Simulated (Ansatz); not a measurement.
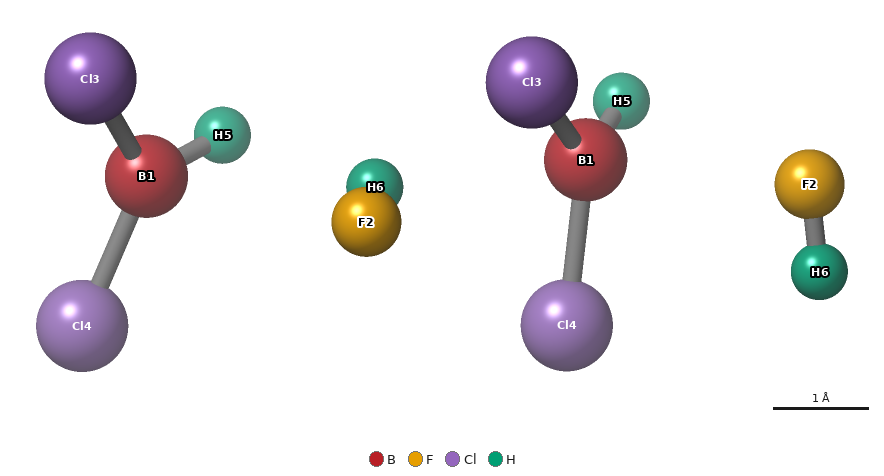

Two geometries of BH₂Cl₂F, drawn at one scale. One is the start of a relaxation, the other its converged end. A ball-and-stick model, seen at a tilt.

All numbers below come from RKS BHLYP/6-31G* in Ansatz. (no spin polarisation; force threshold 0.03 eV/Å; at most 50 steps)

### Which one is relaxed?

The right one is the relaxed one. The run prepares an end point of a later path (reaction) calculation, from a guessed geometry. The atom that moves furthest after the best rigid fit is H6 (1.01 Å). By element the largest moves are H 1.01 Å, F 0.49 Å, Cl 0.45 Å, B 0.19 Å. Near-neighbour distances that change, for instance: B1–Cl4 1.738 → 1.760 Å, B1–H5 1.183 → 1.174 Å. The energy falls by 11.8 kJ/mol in 22 accepted moves (27 points after the start). Largest force component: 0.29 eV/Å at the start, 0.012 eV/Å at the end. The line search rejected the trial steps at points 2, 9, 11, 14, 19 of the run. Cost: 76 s on 1 thread of Arm Neoverse V2 (shared host), peak memory 0.14 GiB.
